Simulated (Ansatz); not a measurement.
**CH₈OSi₃: density, localisation and related maps**

The calculation's input:

```
crystal:
  periodic: [false, false, false]
  atoms:
    - {symbol: Si, position_ang: [-2.352626, 0.011268, -0.054157]}
    - {symbol: Si, position_ang: [-0.173678, 0.244682, 0.771197]}
    - {symbol: C, position_ang: [1.109793, -0.991253, 0.128692]}
    - {symbol: Si, position_ang: [1.879682, 0.572016, -0.592576]}
    - {symbol: O, position_ang: [0.652623, 1.517401, 0.043809]}
    - {symbol: H, position_ang: [-3.171172, 1.220100, 0.230929]}
    - {symbol: H, position_ang: [-2.312981, -0.209467, -1.525677]}
    - {symbol: H, position_ang: [-3.001333, -1.166837, 0.585616]}
    - {symbol: H, position_ang: [-0.182724, 0.391659, 2.253927]}
    - {symbol: H, position_ang: [1.693239, -1.501825, 0.895097]}
    - {symbol: H, position_ang: [0.751133, -1.718042, -0.600275]}
    - {symbol: H, position_ang: [1.920281, 0.645671, -2.075510]}
    - {symbol: H, position_ang: [3.208264, 0.949929, -0.046072]}
basis:
  gaussian: {orbitals: def2-TZVPP}
hamiltonian: {xc: pbe0, dispersion: d4}
output: {orbitals: {seedname: orbitals}}
```

Command:

```sh
ansatz run in.yaml --threads 4 --pin off --events-out ev --progress --plain --max-ram 10444MiB
```

Geometry: PBE0-D4/def2-TZVP.

Method: Ansatz 0.2.0, RKS PBE0-D4/def2-TZVPP.

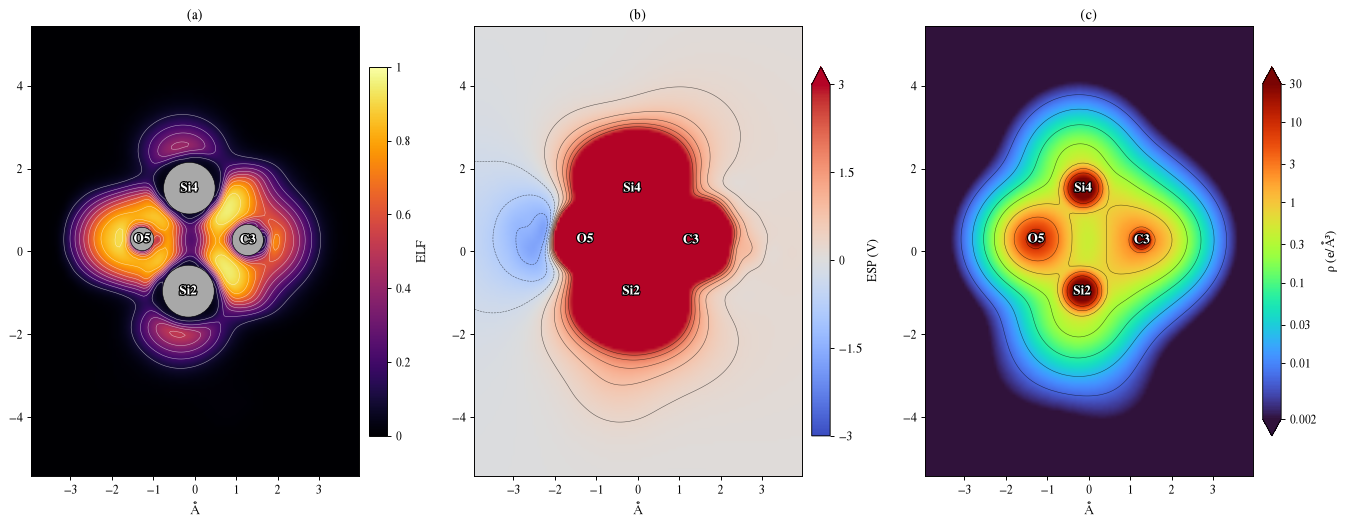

Figure 1. (a) ELF; (b) electrostatic potential; (c) total electron density on the plane of atoms C3, Si2 and Si4. Grey discs cover the atomic cores in the ELF map.

What does the map show?

Answer.
- The section cuts through Si, C and O sites.
- Si–O (1.67 Å): the density is about 1.1 e/Å³ at the midpoint; the ELF peaks at about 0.85 between the atoms: a shared but strongly polarised pair.
- C–Si (1.89 Å): ρ at the midpoint is about 0.93 e/Å³; the ELF peaks at about 0.95 between the atoms: a shared electron pair.
- Si–Si (2.49 Å): ρ is about 0.46 e/Å³ halfway; the ELF is about 0.25 at the midpoint.
- The ELF also peaks beside O5, away from the bonds: lone-pair regions.
- Outside the dense part of the molecule the potential is most negative (−1.7 V) near O5.

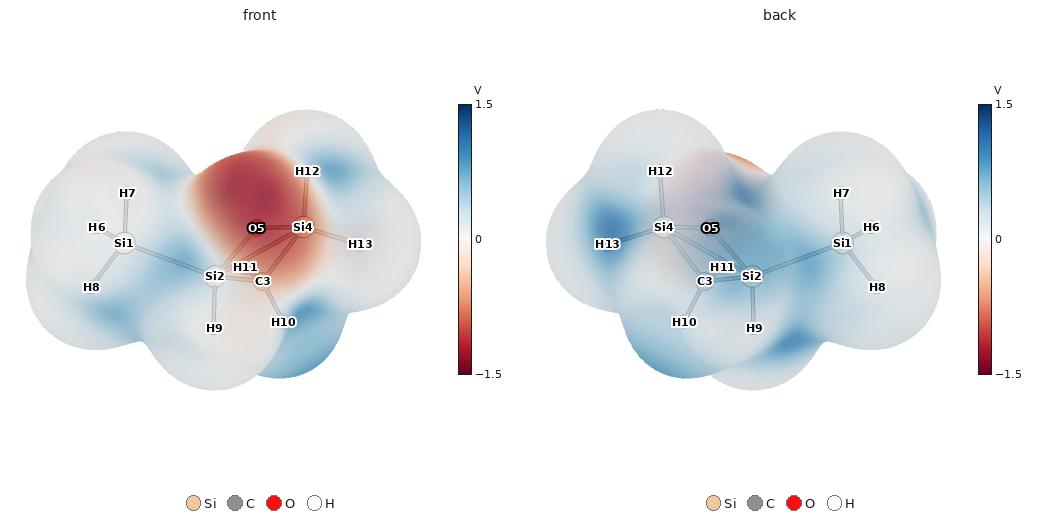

Figure 2. The electrostatic potential painted on the density surface at 0.001 e/bohr³, seen from the front and from behind; red is negative and blue positive.

Describe the electrostatic potential map.

Answer. The most negative region (about −1.2 V, or −28 kcal/mol for a unit charge) lies over O5, the most positive (about +0.9 V, or +21 kcal/mol for a unit charge) over Si2 and Si4. O5 is the likeliest acceptor of a hydrogen bond.

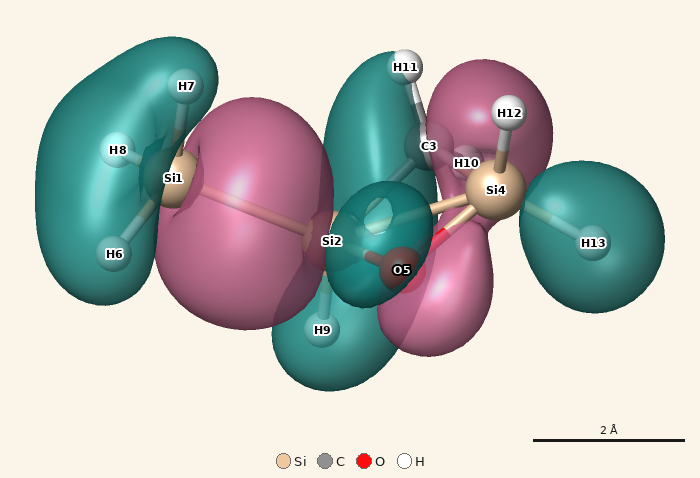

Figure 3. The HOMO at ±0.06 Å⁻³ᐟ² (teal and pink are the two phases), seen from one side.

Where does this orbital lie, and at what energy?

Answer. It lies mainly on Si1 (about 25 %), Si2 (about 25 %), C3 (about 15 %), O5 (about 10 %) and Si4 (about 5 %). Its energy is −7.73 eV.
